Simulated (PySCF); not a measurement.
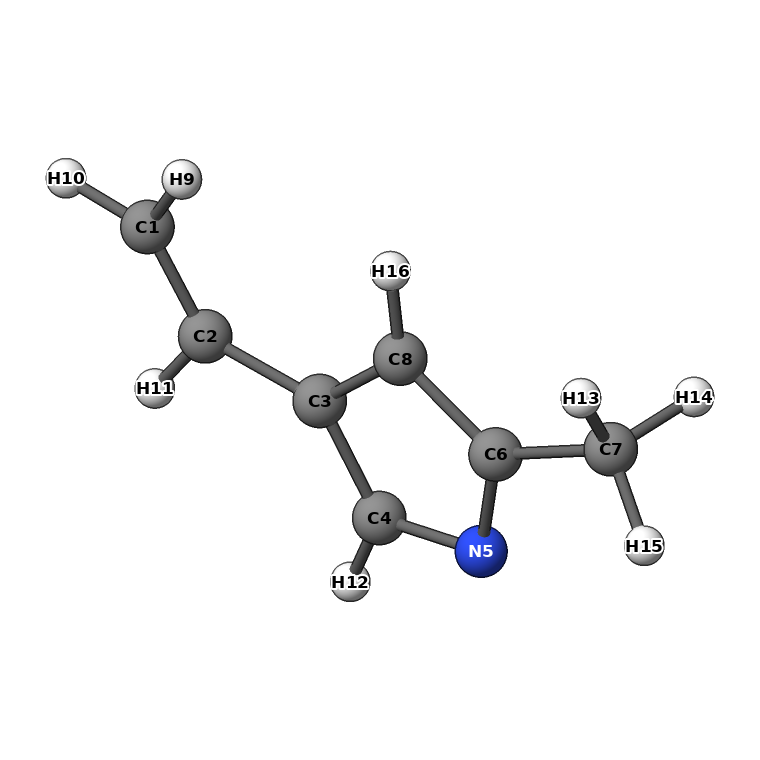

The questions are on isotropic NMR shieldings of the C atoms. The species has charge −1 and is a spin singlet. Geometry: a frame of a GFN2-xTB molecular-dynamics simulation, not a minimum. Level of theory: GIAO PBE0/pcSseg-1 NMR shielding, non-relativistic, gas phase (PySCF 2.14.0).

Question: Which C atom is the most shielded (lowest chemical shift)?

Answer: C7 (163.0 ppm).

Question: Which C atom is the least shielded (highest chemical shift)?

Answer: C6 (43.7 ppm).

Question: How wide is the range of C shifts?

Answer: 119.3 ppm.

Give the isotropic NMR shieldings of the C atoms atom by atom.

```csv
atom,σ (ppm)
C1,100.8
C2,44.7
C3,59.6
C4,49.2
C6,43.7
C7,163.0
C8,80.2
```
